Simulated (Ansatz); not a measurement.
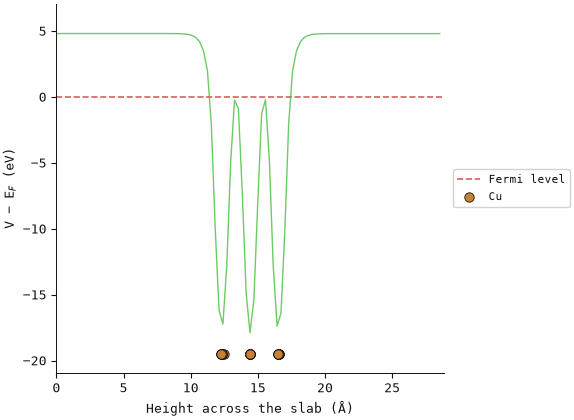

Plane-averaged electrostatic potential energy of an electron across the slab; circles at the bottom mark the heights of the atoms.

System: Cu (slab), 21 atoms in the cell.

```cif
data_structure
_symmetry_space_group_name_H-M 'P 1'
_symmetry_Int_Tables_number 1
_cell_length_a 6.6991
_cell_length_b 6.6991
_cell_length_c 28.8267
_cell_angle_alpha 90.000
_cell_angle_beta 90.000
_cell_angle_gamma 120.000
_cell_volume 1120.35
loop_
_atom_site_label
_atom_site_type_symbol
_atom_site_fract_x
_atom_site_fract_y
_atom_site_fract_z
_atom_site_occupancy
Cu1 Cu 0.99782 0.33254 0.59254 1
Cu2 Cu 0.42636 0.47768 0.58502 1
Cu3 Cu 0.14352 0.04868 0.58681 1
Cu4 Cu 0.56812 0.18678 0.58690 1
Cu5 Cu 0.85259 0.61596 0.58517 1
Cu6 Cu 0.28164 0.76215 0.58683 1
Cu7 Cu 0.71434 0.90394 0.58508 1
Cu8 Cu 0.80434 0.38045 0.66121 1
Cu9 Cu 0.23932 0.52614 0.66119 1
Cu10 Cu 0.94994 0.09110 0.66119 1
Cu11 Cu 0.37759 0.23925 0.65998 1
Cu12 Cu 0.66446 0.66585 0.65969 1
Cu13 Cu 0.09126 0.80573 0.65998 1
Cu14 Cu 0.52478 0.95279 0.65999 1
Cu15 Cu 0.61594 0.42795 0.73325 1
Cu16 Cu 0.04564 0.57037 0.73362 1
Cu17 Cu 0.76014 0.14251 0.73363 1
Cu18 Cu 0.18798 0.28488 0.73360 1
Cu19 Cu 0.47526 0.71457 0.73325 1
Cu20 Cu 0.90255 0.85523 0.73324 1
Cu21 Cu 0.33127 0.99927 0.73200 1
```

Ansatz 0.2.0; DFT PBE, scalar-relativistic, plane waves, PAW, no spin polarisation, 6×6×1 k mesh.

Read off the work function of each face.

Answer. The work function is 4.80 eV, the same on both faces. The two vacuum levels agree, so the slab has no net dipole along its normal.

How thick are slab and vacuum?

Answer. The outermost atoms are 4.3 Å apart, which leaves 24.5 Å of vacuum in a cell 28.8 Å high.

The atoms aren't at rest in this cell (largest force 0.5 eV/Å), so the relaxed material can differ.
